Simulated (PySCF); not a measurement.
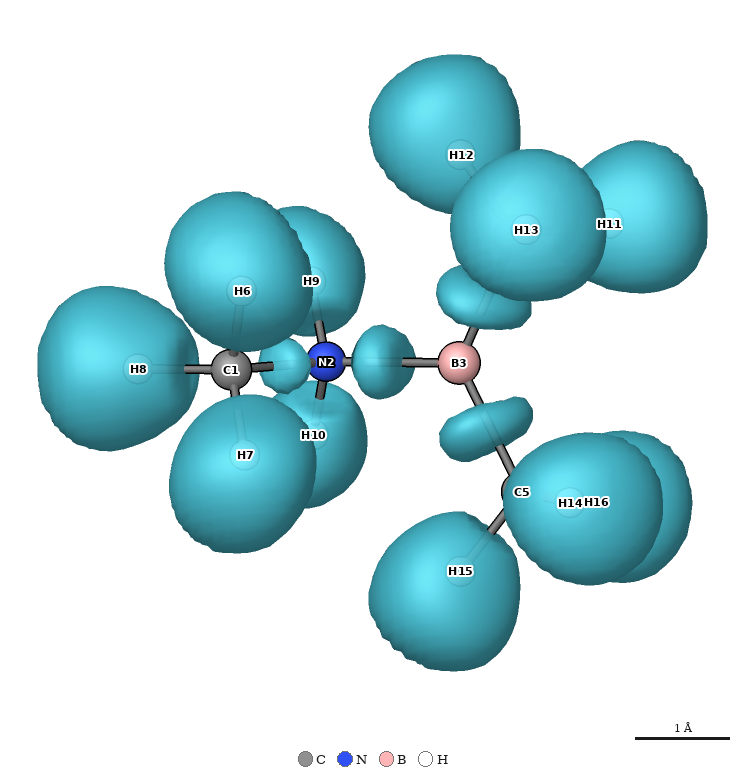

Figure. C3H11BN (SMILES C[NH2+]B(C)C) (charge +1). Isosurface of the ELF at 0.85 (cyan), seen across its widest extent. Core shells and regions of very low density are left out.

Geometry: GFN2-xTB.

Computed with PySCF, PBE0/def2-SVPD, SCF density, gas phase.

```yaml
atoms:
  - { symbol: C, position_ang: [1.9082, -0.0253, 0.2324] }
  - { symbol: N, position_ang: [0.8342, -0.2242, -0.7727] }
  - { symbol: B, position_ang: [-0.5605, -0.0063, -0.1269] }
  - { symbol: C, position_ang: [-1.2183, -1.2418, 0.5364] }
  - { symbol: C, position_ang: [-1.1388, 1.4288, -0.1929] }
  - { symbol: H, position_ang: [1.7802, -0.7322, 1.0492] }
  - { symbol: H, position_ang: [1.8519, 0.9843, 0.6331] }
  - { symbol: H, position_ang: [2.8872, -0.1757, -0.2184] }
  - { symbol: H, position_ang: [0.9167, -1.1726, -1.1486] }
  - { symbol: H, position_ang: [0.9869, 0.4304, -1.5447] }
  - { symbol: H, position_ang: [-2.2554, -1.3626, 0.2231] }
  - { symbol: H, position_ang: [-0.7114, -2.1882, 0.3644] }
  - { symbol: H, position_ang: [-1.2935, -1.1094, 1.6174] }
  - { symbol: H, position_ang: [-1.5988, 1.7425, 0.7427] }
  - { symbol: H, position_ang: [-0.4346, 2.2005, -0.4945] }
  - { symbol: H, position_ang: [-1.9615, 1.4607, -0.9113] }
```

Question: What do the ELF domains correspond to?

Answer: At this value the surface marks out two regions between bonded B–C atoms (shared pairs), one region between bonded B–N atoms (shared pairs), one region between bonded C–N atoms (shared pairs) and eleven regions around hydrogen nuclei. Along the contacts the grid gives the following. C–N (1.48 Å): the ELF peaks at about 0.95 between the atoms: localised, covalent bonding. C–B (1.55 Å): the ELF peaks at about 1 between the atoms, as expected for localised, covalent bonding.
